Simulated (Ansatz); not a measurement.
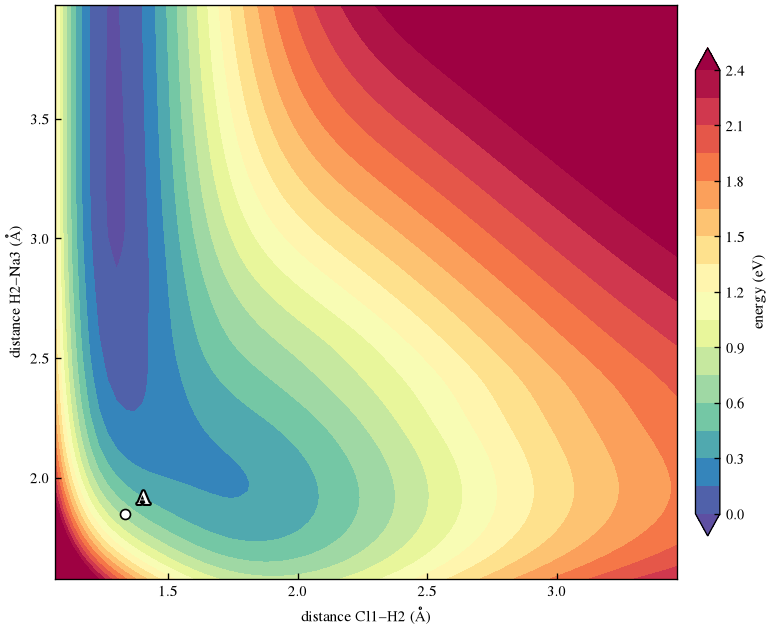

The system Cl + HNa, spin multiplicity 2. First axis: distance Cl1–H2. Second axis: distance H2–Na3. Nothing is relaxed (the angle Cl1–H2–Na3 is fixed at 90 degrees). The grid has 17 × 17 points. Points are written as (first, second). All energies are given in eV relative to the lowest grid point. Theory: UKS PBE0-D4/def2-SVPD (Ansatz 0.2.0).

In the figure: filled contours, one colour for all values above the top of the scale, the point A. Between grid points the surface is interpolated.

**Which way does the force act at A, and how strong is it?**

A, at (1.336 Å, 1.848 Å), is not a stationary point. The computed force is 2.2 eV for each Å towards larger values of distance Cl1–H2 and 2.5 eV for each Å towards larger values of distance H2–Na3.
